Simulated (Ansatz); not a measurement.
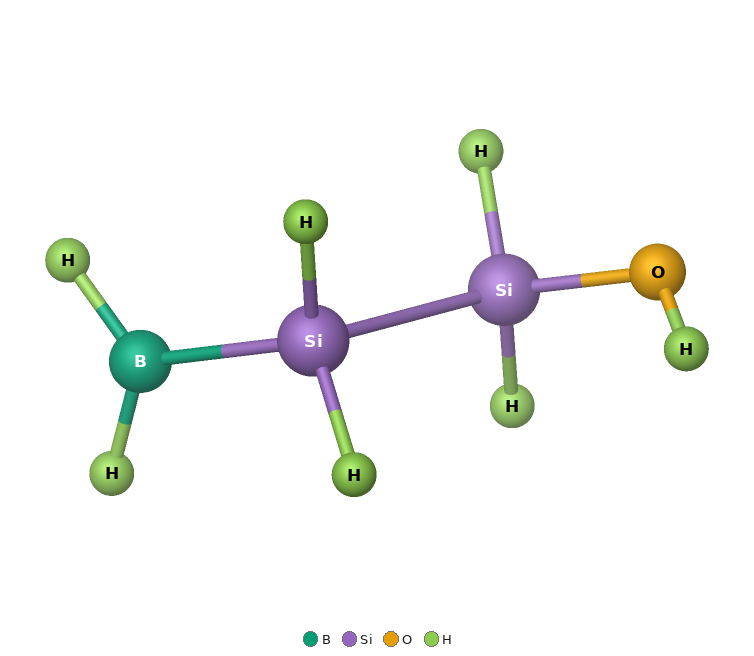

Ball-and-stick drawing of a structure. Every bond is drawn as one stick, whatever its order.

The geometry was computed by an optimisation with PBE0-D4/def2-TZVP.

**Give the formula.**

BH₇OSi₂, 11 atoms: 1 boron, 7 hydrogen, 1 oxygen and 2 silicon.

**Name some functional groups or characteristic bonds that it holds.**

Among them: Si–H bond, Si–O bond, B–H bond.

**Which point group does it belong to?**

C1.

More results for the same structure follow; atom numbers are the same in all pictures, views and colours differ.

### Geometry

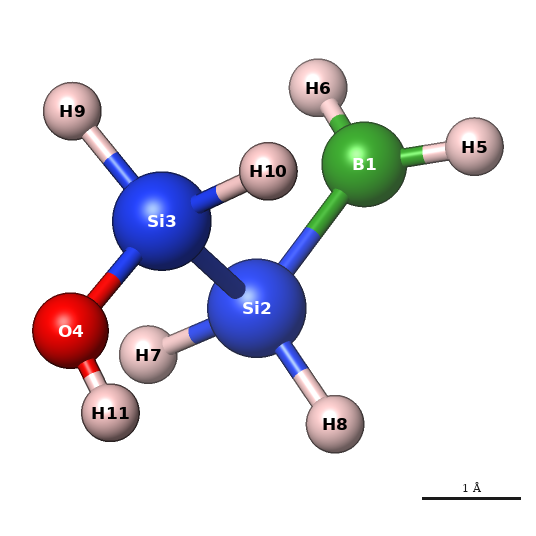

Numbered structure.

**What is the geometry at B1?**

B1 has 3 neighbours (Si2 at 1.99, H5 at 1.20, H6 at 1.20 Å); the arrangement is trigonal planar.

**Describe the coordination of atom 2.**

Si2 has 4 neighbours (B1 at 1.99, Si3 at 2.36, H7 at 1.49, H8 at 1.49 Å); the arrangement is tetrahedral.

**Describe the coordination of atom 4.**

O4 has 2 neighbours (Si3 at 1.65, H11 at 0.96 Å); the arrangement is bent.

**Describe the coordination of atom 3.**

Si3 has 4 neighbours (Si2 at 2.36, O4 at 1.65, H9 at 1.48, H10 at 1.49 Å); the arrangement is tetrahedral.

**What is the dihedral angle B1–Si2–Si3–O4?**

179° in size, that is anti.

### Vibrations

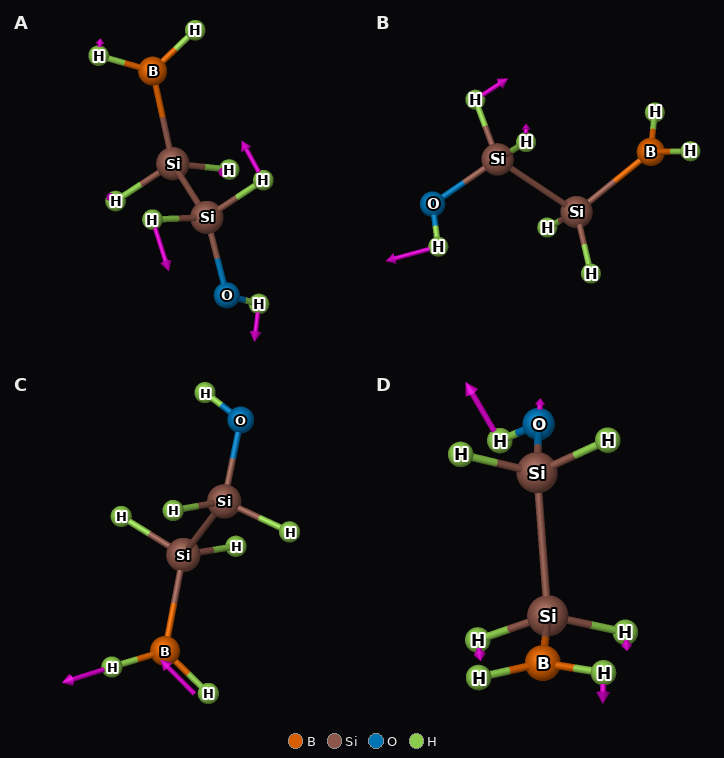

4 normal modes of one molecule or complex, as arrows. Harmonic vibrations computed with RKS PBE0-D4/def2-TZVP (Ansatz 0.2.0) at a stationary point of the same level.

**Match the panels to the wavenumbers 174 cm⁻¹, 730 cm⁻¹, 908 cm⁻¹, 2676 cm⁻¹.**

A: 730 cm⁻¹, angle bending
B: 908 cm⁻¹, H–O–Si bending
C: 2676 cm⁻¹, out-of-phase stretching of 2 B–H bonds
D: 174 cm⁻¹

### Dipole moment

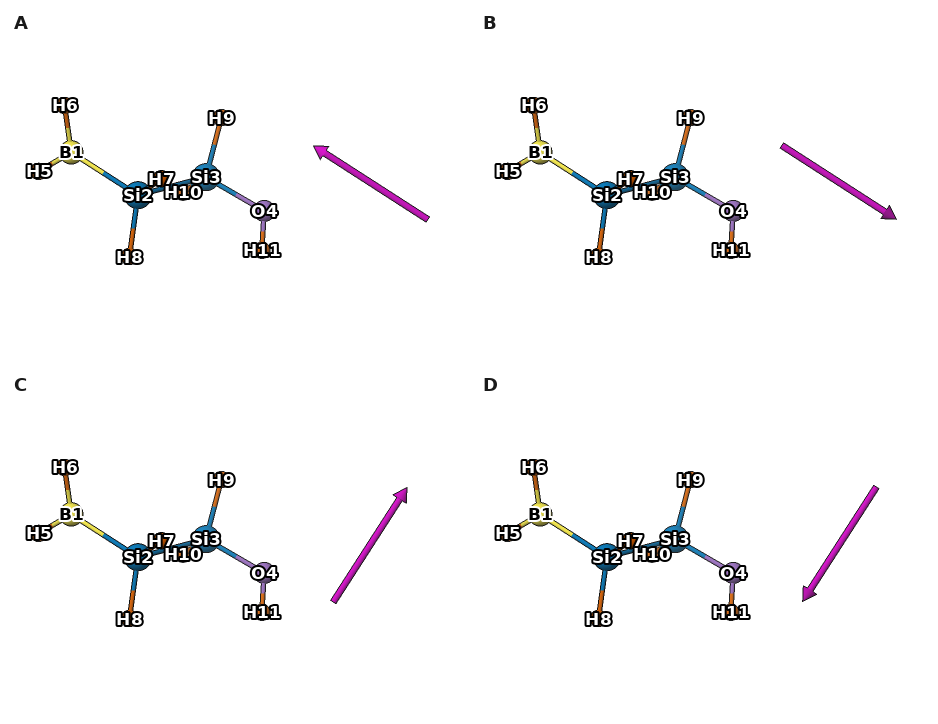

The same molecule four times, each with an arrow. Level of theory: RKS ωB97M-V/def2-TZVPP (Ansatz 0.2.0).

**Which arrow points along the dipole moment, from the negative to the positive end?**

D. The dipole moment is 1.22 D; it points from the side of H9 to the side of H8 (the outermost atoms at the two ends).

### Electronic properties

Properties computed with RKS HSE06 (plane-wave form)-D4/def2-TZVPP (Ansatz 0.2.0).

Computed properties:

- HOMO energy (Kohn–Sham orbital): −7.24 eV
- LUMO energy (Kohn–Sham orbital): −2.92 eV
- HOMO–LUMO gap: 4.32 eV
- dispersion correction: −16.9 kJ/mol

### Charges

The questions are on Mulliken charges. Method: RKS r2SCAN-D4/def2-TZVPP (Ansatz 0.2.0).

**Which atom carries the highest charge (most positive or least negative)?**

Si3 (0.41 e).

**And the lowest?**

O4 (−0.40 e).

Give the Mulliken charges atom by atom.

```json
{"atom": "B1", "value (e)": "−0.04"}
{"atom": "Si2", "value (e)": "0.10"}
{"atom": "Si3", "value (e)": "0.41"}
{"atom": "O4", "value (e)": "−0.40"}
{"atom": "H5", "value (e)": "0.02"}
{"atom": "H6", "value (e)": "0.02"}
{"atom": "H7", "value (e)": "−0.07"}
{"atom": "H8", "value (e)": "−0.07"}
{"atom": "H9", "value (e)": "−0.07"}
{"atom": "H10", "value (e)": "−0.10"}
{"atom": "H11", "value (e)": "0.20"}
```

Mulliken values depend strongly on the basis set and can even reverse the polarity of a bond.
